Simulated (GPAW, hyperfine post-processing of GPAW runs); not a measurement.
# MgV2O2F4: isotropic lines and sites in a paramagnetic 17O spectrum

Calculated values: DFT, revPBE+U, plane-wave PAW, GPAW setups, collinear spin, scalar-relativistic (GPAW), contact and point-dipole shifts scaled to 330 K with Θ = 0 K (a pure Curie law); spin-only moments, above the ordering temperature.

```cif
data_structure
_symmetry_space_group_name_H-M 'P 1'
_symmetry_Int_Tables_number 1
_cell_length_a 5.1901
_cell_length_b 5.2083
_cell_length_c 5.4833
_cell_angle_alpha 115.013
_cell_angle_beta 93.830
_cell_angle_gamma 117.592
_cell_volume 112.50
loop_
_atom_site_label
_atom_site_type_symbol
_atom_site_fract_x
_atom_site_fract_y
_atom_site_fract_z
_atom_site_occupancy
V1 V 0.49604 0.99481 0.50040 1
V2 V 0.00863 0.00355 0.00897 1
Mg3 Mg 0.68214 0.37465 0.09751 1
F4 F 0.74852 0.83441 0.25378 1
F5 F 0.11080 0.51225 0.27847 1
F6 F 0.85590 0.50987 0.78282 1
F7 F 0.27845 0.16279 0.77951 1
O8 O 0.38893 0.13565 0.25354 1
O9 O 0.66815 0.95988 0.79523 1
```

17O MAS at 11.7 T (67.6 MHz), 62.5 kHz, 330 K; contact and dipolar shift alone, no orbital or quadrupolar part; lines under 1.5 % of the strongest are left out. Lines of the NMR spectrum (strongest = 100):

| position (ppm) | intensity |
| --- | --- |
| -4961.4 | 8.5 |
| -4184.6 | 5.1 |
| -4036.2 | 63 |
| -3259.5 | 50 |
| -3111.1 | 75 |
| -2334.4 | 100 |
| -2186.0 | 27 |
| -1409.2 | 27 |
| -1260.9 | 21 |
| -484.1 | 14 |
| -335.7 | 3.9 |
| 441.0 | 2.0 |

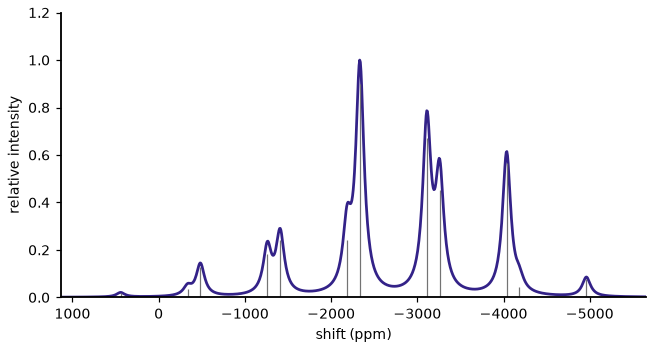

The NMR spectrum, broadened with Lorentzians of width 116 ppm; bars mark the lines.

**Question.** Which lines are isotropic ones rather than spinning sidebands, and which O atoms give them?

Sidebands are spaced by 925 ppm (the spinning rate over the resonance of 67.6 MHz). An isotropic line need not be the tallest: it is the area-weighted centre of its own family of sidebands, and the one that stays put when the rate is changed. Isotropic shifts: -2334 ppm for atom 8 (bonded to 2 V at 1.94 Å), reduced anisotropy 1984 ppm; -3111 ppm for atom 9 (bonded to 2 V at 1.91 Å), reduced anisotropy 2409 ppm. The families' total areas stand as 1:1; where areas are equal the match rests on the calculation.

[Logs are printed without paths, hosts, clocks, repeated set-up lines and the standing remarks that a program may print on its own settings, such as how far it seeks lower states.]

[Hosts, paths, dates, database ids (printed as entryN), source tags and the programs' standing remarks are cut or masked in the printed files.]
